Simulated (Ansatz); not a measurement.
The parent structure is HfO2 in the CdI2 type structure (space group P-3m1, No. 164; a = 3.2267 Å, c = 4.5570 Å; a hypothetical phase, not in the database extracts checked; layered, stacked along the Cartesian z axis).

Now apply this change: hole doping at 2.0×10^21 cm⁻³ (0.0822 per cell), with a uniform compensating background at fixed cell and a 300 K Fermi–Dirac width.

Level of theory: Kohn–Sham DFT with the r2SCAN+rVV10 functional, run in Ansatz (a program for electronic structure) with PAW and 500 eV plane waves, no SOC, earlier PAW set.

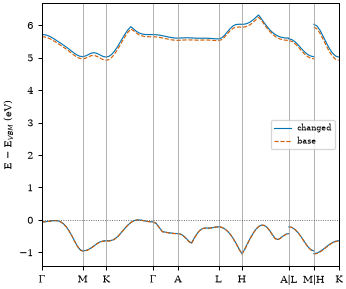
Figure: Highest valence and lowest conduction band along the path, each from its own valence-band maximum

Task: From the figure, how large is the changed gap, and is it direct?

Result: About 5.0 eV, indirect, K–Γ (71 % along) → K.

Carriers are added with a uniform compensating background; total energy and stress of such cells depend on the potential's zero and are not compared; many-body gap narrowing is missing at this level. Spin-orbit coupling, missing from the scalar runs, can matter with Hf. No phonon test of stability was made.
